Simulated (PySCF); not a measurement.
Al(Me)(OH)(OSiH3), SMILES [CH3][Al]([OH])[O][SiH3] at its CAM-B3LYP/def2-SVP optimised geometry (Å):

```
12

Al     0.2890     0.8377     0.0000
C     -0.6227     2.5408     0.0000
H     -1.7146     2.4439     0.0882
H     -0.4057     3.0912    -0.9296
H     -0.2654     3.1711     0.8296
O      1.9827     0.8377     0.0000
H      2.5733     0.0821    -0.0083
O     -0.5384    -0.6455    -0.0027
Si    -1.3806    -2.0525     0.0053
H     -0.5286    -3.1711     0.5013
H     -1.8442    -2.3913    -1.3702
H     -2.5733    -1.9470     0.8933
```

Method: CAM-B3LYP/def2-TZVP in PySCF.

Map of the electron localisation function on the plane z = 0.8 Å:

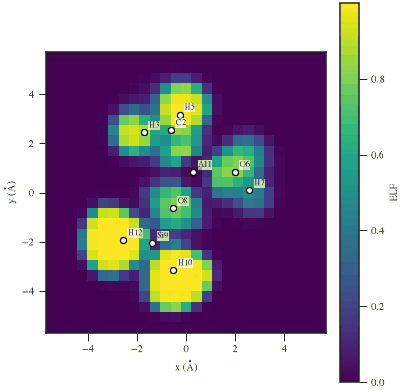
Electron localisation function on the plane z = 0.8 Å.
